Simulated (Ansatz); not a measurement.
# CHS2Si (charge +1): what the fields show

```
atom    x (Å)    y (Å)    z (Å)
   C  -2.0141   0.2139  -0.6356
   S  -2.8149   0.2383   0.8653
   S  -1.9526   1.6255  -1.5835
  Si  -2.1228   2.3980   0.5633
   H  -1.4562  -0.6838  -0.9477
```

Geometry: B3LYP-D3(BJ)/def2-SVP.

All numbers below come from isolated molecule in a Gaussian basis; Kohn-Sham density functional theory, functional PBE0 in Ansatz.

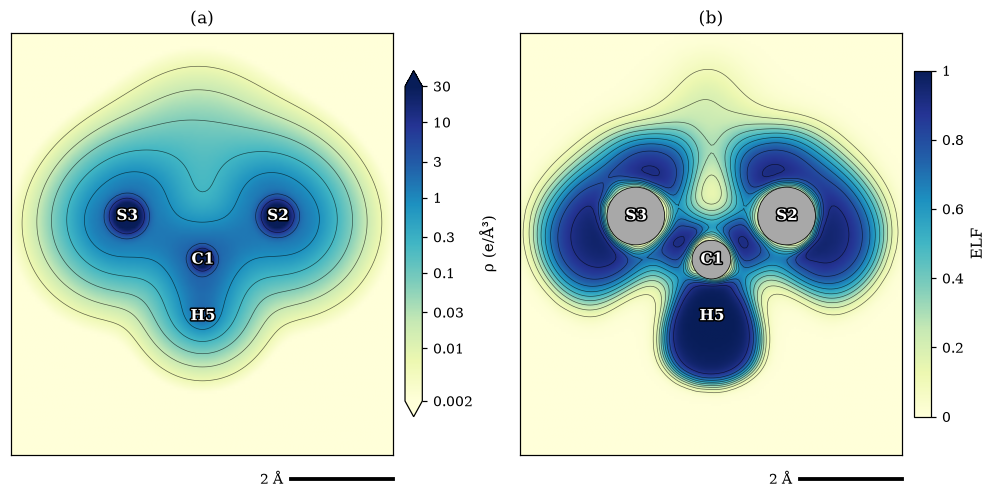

Figure 1. (a) total electron density; (b) electron localisation function on the plane of atoms S3, C1 and H5. Grey discs cover the atomic cores in the ELF map.

Describe what can be read from this map.

Answer.
- The section cuts through C, S and H sites.
- C–S (1.70 Å): the density is about 1.5 e/Å³ at the midpoint; the ELF peaks at about 0.90 between the atoms, as expected for localised, covalent bonding.
- C–H (1.10 Å): ρ at the midpoint is about 2.1 e/Å³; the ELF climbs to about 1 towards the hydrogen, as it does in any bond to H: a covalent bond by its length.
- The ELF also peaks beside S2 and S3, away from the bonds: lone-pair regions.

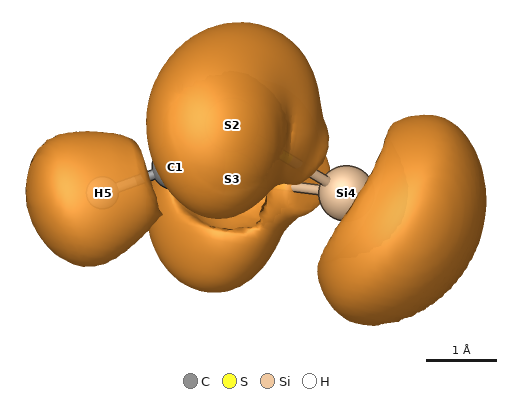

Figure 2. Isosurface of the electron localisation function at 0.75 (orange), seen from one side. Only the valence region is drawn (cores and ρ < 0.01 e/Å³ removed).

Describe the localisation domains.

Answer. At this value the surface marks out one region around a hydrogen nucleus, two regions on S in which the atom's valence shell and bonds are merged and one lobe on Si, pointing away from the bonds (lone pairs). Profiles from the grid: Si–S (2.29 Å): the ELF peaks at about 0.85 between the atoms (a covalent bond).

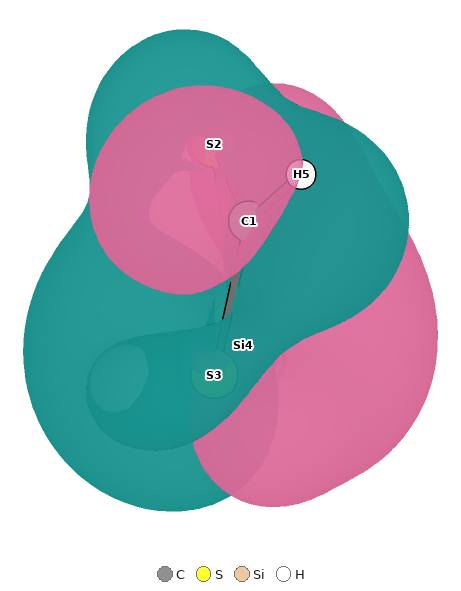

Figure 3. The LUMO at ±0.06 Å⁻³ᐟ² (teal and pink are the two phases), seen at an oblique angle.

What is the character of this orbital?

Answer. By Hirshfeld shares it lies mainly on Si4 (about 45 %), C1 (about 30 %), S2 (about 10 %) and S3 (about 10 %). Its energy is −8.87 eV.
